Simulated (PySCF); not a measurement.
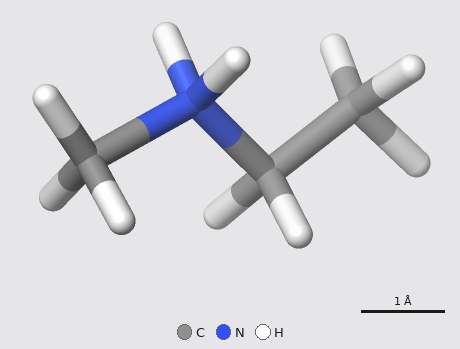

This is the input geometry for a relaxation of C3H10N (charge +1). Style: stick. Shown at a tilt.

The start comes from GFN2-xTB. Its atoms were then displaced at random by about 0.03 Å.

Level of theory: PySCF, PBE0-D3(BJ)/def2-SVP geometry optimisation, gas phase.

```xyz
14

C    -1.8365    0.0829    0.0628
C    -0.5185    0.2008   -0.5457
N     0.4479   -0.1966    0.4557
C     1.9986   -0.1733   -0.0239
H    -2.1737   -0.8711    0.3175
H    -2.0021    0.8335    0.9024
H    -2.5889    0.4788   -0.6934
H    -0.3696   -0.4465   -1.4055
H    -0.2676    1.2413   -0.8164
H     0.4161    0.4367    1.3173
H     0.2411   -1.1405    0.8424
H     2.1815    0.8222   -0.3309
H     1.9136   -0.8391   -0.8775
H     2.5373   -0.4738    0.7941
```

### What does the optimiser find from here?

The atom that moves furthest after the best rigid fit is C1 (0.099 Å). Largest moves by element: C 0.099 Å, H 0.085 Å, N 0.072 Å. Near-neighbour distances that change, for instance: N3–C4 1.623 → 1.485 Å, C4–H14 1.024 → 1.097 Å, C1–H5 1.043 → 1.101 Å, C2–N3 1.447 → 1.501 Å. Bond angles that change, for instance: N3–C4–H13 98.6° → 108.8°, H13–C4–H14 119.3° → 110.0°, H6–C1–H7 99.5° → 107.2°. After 5 geometry steps the energy has fallen by 17.1 kcal/mol. The run took 19 s on 1 thread of Arm Neoverse V1 (shared host).

The structure at the end:

```xyz
14

C    -1.9112    0.1454    0.0460
C    -0.5177    0.2243   -0.5278
N     0.5156   -0.1905    0.4792
C     1.9162   -0.1821   -0.0147
H    -2.1821   -0.8808    0.3377
H    -2.0422    0.8113    0.9129
H    -2.6311    0.4652   -0.7203
H    -0.3854   -0.4383   -1.3953
H    -0.2516    1.2449   -0.8394
H     0.4365    0.4216    1.3019
H     0.2774   -1.1287    0.8273
H     2.1739    0.8364   -0.3293
H     1.9940   -0.8658   -0.8688
H     2.5870   -0.5077    0.7894
```

The end point in the same view:

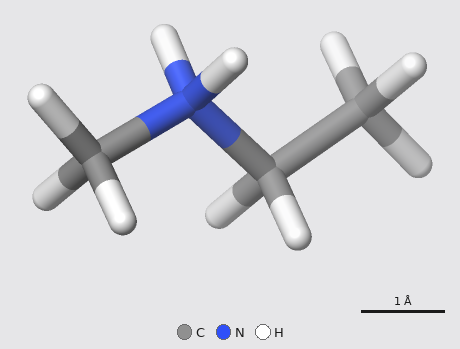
